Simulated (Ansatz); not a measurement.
**Cl4H2OW···HF: density, localisation and related maps**

Input file:

```
crystal:
  periodic: [false, false, false]
  atoms:
    - { symbol: W, position_ang: [-0.136438, -0.268498, -0.118012] }
    - { symbol: H, position_ang: [0.134149, 0.449307, 1.392674] }
    - { symbol: Cl, position_ang: [1.677951, -1.308498, 0.843265] }
    - { symbol: Cl, position_ang: [-1.144247, 1.863843, -0.33841] }
    - { symbol: Cl, position_ang: [-2.071094, -0.697632, 1.147005] }
    - { symbol: Cl, position_ang: [-0.714265, -2.264116, -1.144892] }
    - { symbol: O, position_ang: [0.797926, 0.3251, -1.575733] }
    - { symbol: H, position_ang: [0.944167, 1.170564, -1.982966] }
    - { symbol: F, position_ang: [1.853121, 1.896717, 0.715697] }
    - { symbol: H, position_ang: [1.344531, 1.873714, 1.471172] }
basis:
  gaussian: { orbitals: def2-SVP }
hamiltonian:
  xc: hf
relax:
  f_tol: 0.03
  max_steps: 50
output:
  orbitals: {}
```

Launched as:

```sh
ansatz run input.yaml --threads 4 --pin off --max-ram 5120MiB --backend cpu --events-out ev --progress --plain --runs-dir out
```

The fields are those of the run's last geometry, not of the input's.

Core potentials replace the inner electrons of W.

Method: Ansatz, RHF/def2-SVP.

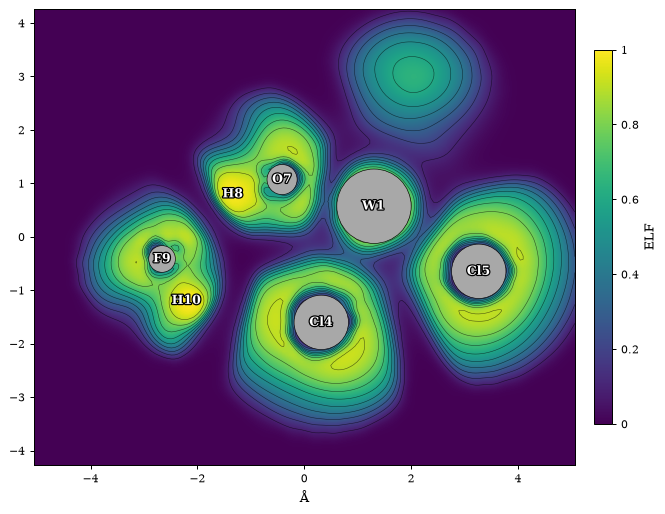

Figure 1. ELF on the plane of atoms Cl4, W1 and Cl5. Grey discs cover the atomic cores.

### Read the bonding off the picture.

- The plane passes through W, Cl, O, H and F nuclei.
- F9···H8 (1.80 Å): the ELF dips to about 0.05 between them (a closed-shell contact with the geometry of a hydrogen bond).
- W–O (1.79 Å): the ELF peaks at about 0.80 in the valence shell of O, 0.5 Å from its nucleus, and drops to about 0.25 between the two atoms.
- W–Cl (2.31 Å): the ELF peaks at about 0.85 in the valence shell of Cl, 0.8 Å from its nucleus, and is about 0.45 at the midpoint.
- F–H (0.91 Å): the ELF climbs to about 1 towards the hydrogen, as it does in any bond to H; a covalent bond by its length.
- W–Cl (2.39 Å): the ELF peaks at about 0.85 in the valence shell of Cl, 0.8 Å from its nucleus, and is about 0.45 at the midpoint.
- The ELF also peaks beside F9, away from the bonds: lone-pair regions.

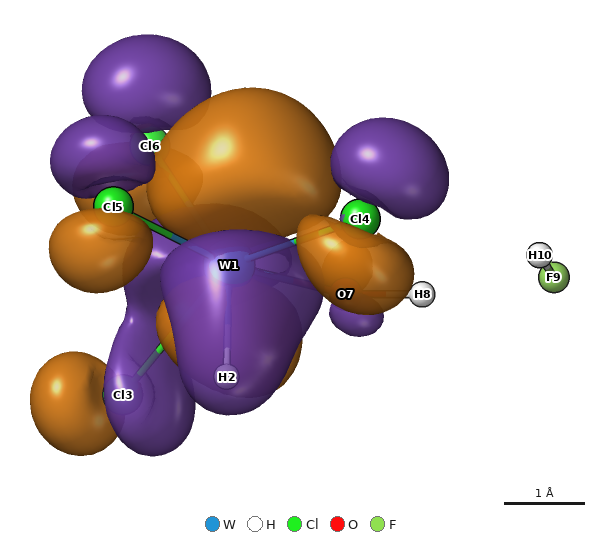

Figure 2. The LUMO at ±0.08 Å⁻³ᐟ² (orange and purple are the two phases), seen from one side.

### Where does this orbital lie, and at what energy?

It lies mainly on W1 (about 65 %), Cl6 (about 10 %) and Cl4 (about 10 %). Its energy is −1.34 eV.

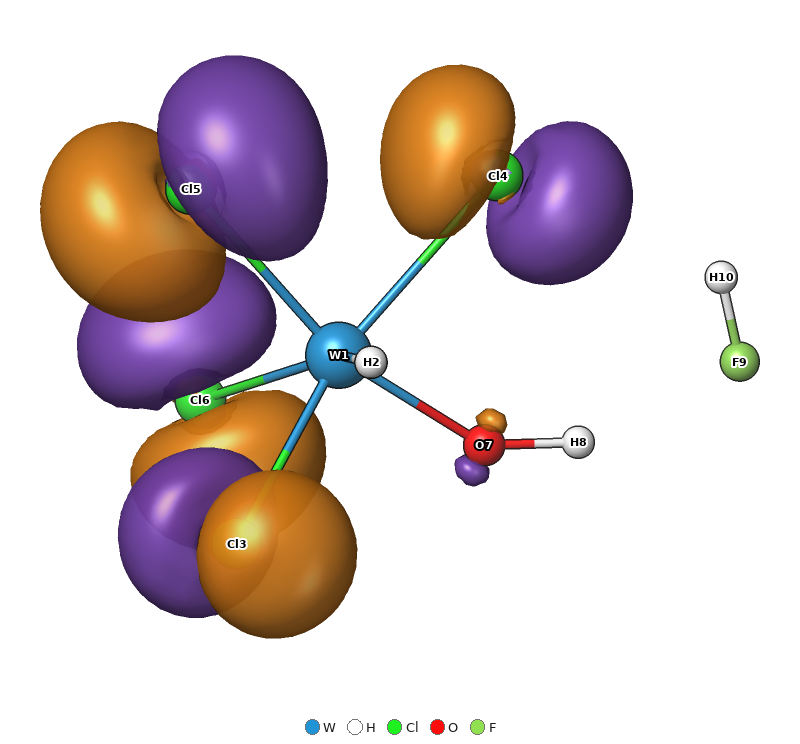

Figure 3. The HOMO−1 at ±0.1 Å⁻³ᐟ² (orange and purple are the two phases), seen at a tilt.

### Where does this orbital lie, and at what energy?

It lies mainly on Cl5 (about 35 %), Cl6 (about 30 %), Cl4 (about 15 %) and Cl3 (about 15 %); largely a combination of lone pairs on Cl5, Cl6, Cl4 and Cl3. Its energy is −12.25 eV.
